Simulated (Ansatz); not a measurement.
Consider Al$_{2}$F$_{4}$H$_{4}$N$_{2}$.

Input file:

```
crystal:
  periodic: [false, false, false]
  atoms:
    - {symbol: F, position_ang: [0.684704, -0.728197, 2.417923]}
    - {symbol: Al, position_ang: [0.936927, -0.624987, 0.789761]}
    - {symbol: F, position_ang: [2.292998, -1.258252, 0.093209]}
    - {symbol: N, position_ang: [0.638467, 1.175940, 0.173176]}
    - {symbol: Al, position_ang: [-0.937061, 0.625011, -0.789599]}
    - {symbol: F, position_ang: [-2.292438, 1.257714, -0.091160]}
    - {symbol: F, position_ang: [-0.686588, 0.729263, -2.417951]}
    - {symbol: N, position_ang: [-0.638081, -1.176097, -0.173766]}
    - {symbol: H, position_ang: [0.467751, 1.851813, 0.910656]}
    - {symbol: H, position_ang: [1.379786, 1.551212, -0.409421]}
    - {symbol: H, position_ang: [-1.379425, -1.551746, 0.408571]}
    - {symbol: H, position_ang: [-0.467040, -1.851684, -0.911419]}
basis:
  gaussian: {orbitals: def2-TZVPP}
hamiltonian: {xc: pbe0, dispersion: d4}
output: {orbitals: {seedname: orbitals}}
```

Command:

```sh
ansatz run in.yaml --threads 4 --pin off --events-out ev --progress --plain --max-ram 11315MiB
```

Geometry: PBE0-D4/def2-TZVP.

Computed with RKS PBE0-D4/def2-TZVPP (Ansatz 0.2.0).

### What can the converged electron density and electron localisation function tell about the bonding?

Al–F (1.65 Å): ρ at the midpoint is about 0.9 e/Å³; the ELF peaks at about 0.85 in the valence shell of F, 0.6 Å from its nucleus, and is about 0.25 at the midpoint.

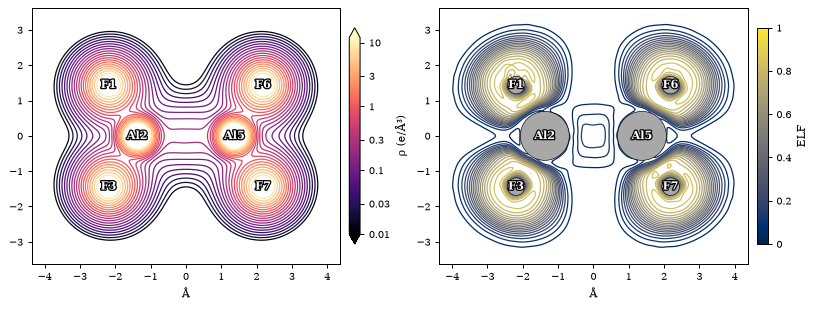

Computed electron density and electron localisation function on the plane of atoms F1, Al2 and F3, in this order. Grey discs cover the atomic cores in the ELF map. 
